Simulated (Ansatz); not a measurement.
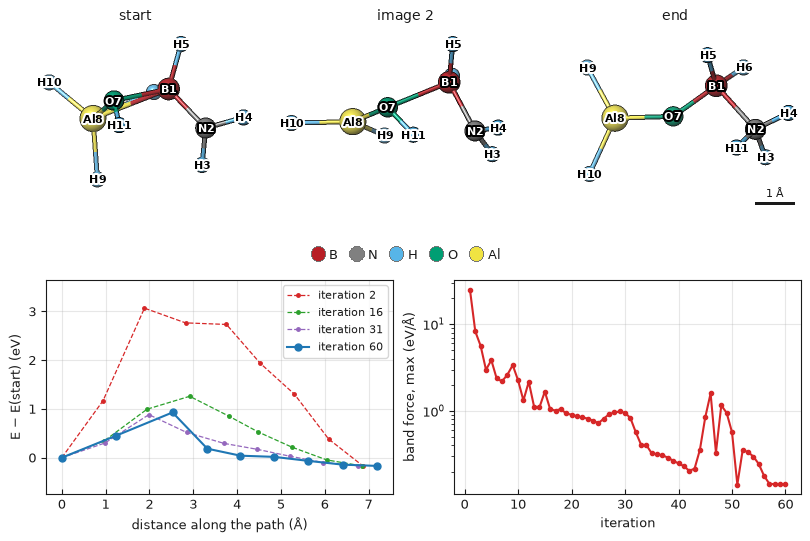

NEB run on AlBNH₇O. Images are numbered from 0 (start) to 8 (end). The plot follows the band through its iterations. Style: ball-and-stick. Shown at a tilt.

Level of theory: RKS revPBE-D4/def2-SVP in Ansatz. Set-up: 7 movable images; climbing image from the first iteration; force threshold 0.05 eV/Å; iteration limit 60; optimiser FIRE; starting path through a guess of the saddle point.

Q: Did the band converge, and can the barrier be trusted?

A: The result isn't final. The band hadn't converged when the run stopped after 60 iterations. The largest component of the band force went from 25 to 0.14 eV/Å. The barrier read from it is provisional, though the highest image hardly moved in the last two iterations. The first iteration put the highest image at 5.98 eV. Forward barrier 0.93 eV, backward barrier 1.10 eV, with image 2 at the top; the reaction energy is −0.17 eV.

The run took 10 min on 2 threads of Arm Neoverse V1, with other jobs on the host, peak memory 0.13 GiB.
